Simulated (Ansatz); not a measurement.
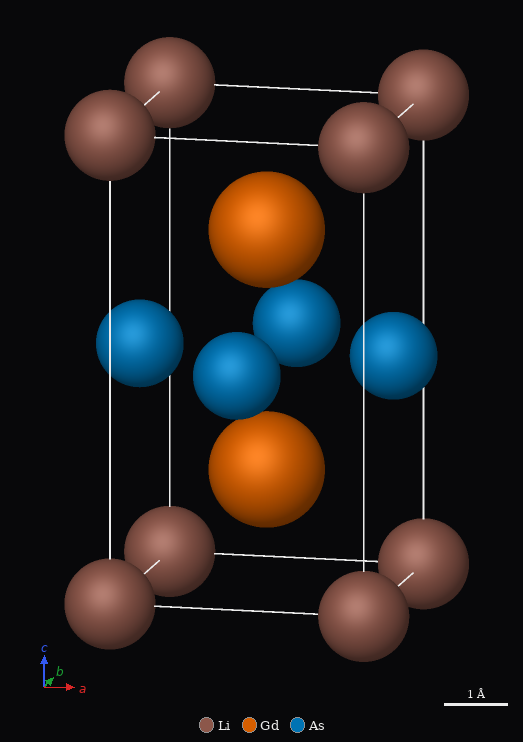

A spheres-only rendering, viewed slightly off an axis. The simulation cell is drawn as a box.

```yaml
crystal:
  lattice:
    - [4.19842, 0.00000, 0.00000]
    - [0.00000, 4.19842, 0.00000]
    - [0.00000, 0.00000, 7.71583]
  atoms:
    - { symbol: Li, position: [0.00000, 0.00000, 0.00000] }
    - { symbol: Gd, position: [0.50000, 0.50000, 0.75581] }
    - { symbol: Gd, position: [0.50000, 0.50000, 0.24419] }
    - { symbol: As, position: [0.50000, 0.00000, 0.50000] }
    - { symbol: As, position: [0.00000, 0.50000, 0.50000] }
```

Calculation details: Ansatz, DFT PBE, scalar-relativistic, plane waves, PAW; E_cut = 420 eV, k-mesh 10×10×6, Gaussian smearing of 0.1 eV, collinear spins. The state is ferromagnetic.

**State the Bader charges by element.**

Li +0.79 e; Gd +0.52 e; As -0.92 e.

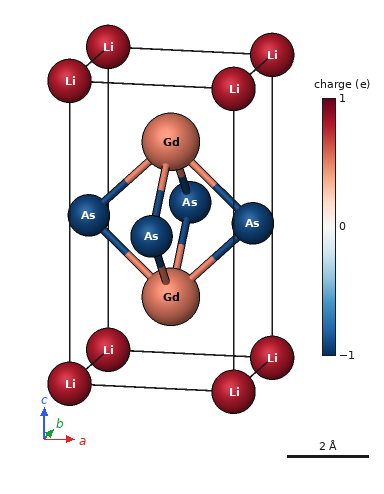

The atoms coloured by those charges.

It goes back to a structure type filled with these elements by a generator (whether the compound takes this form wasn't checked). Earlier steps of the study may have refined or changed the cell and positions. It was run through Ansatz as a DFT input.
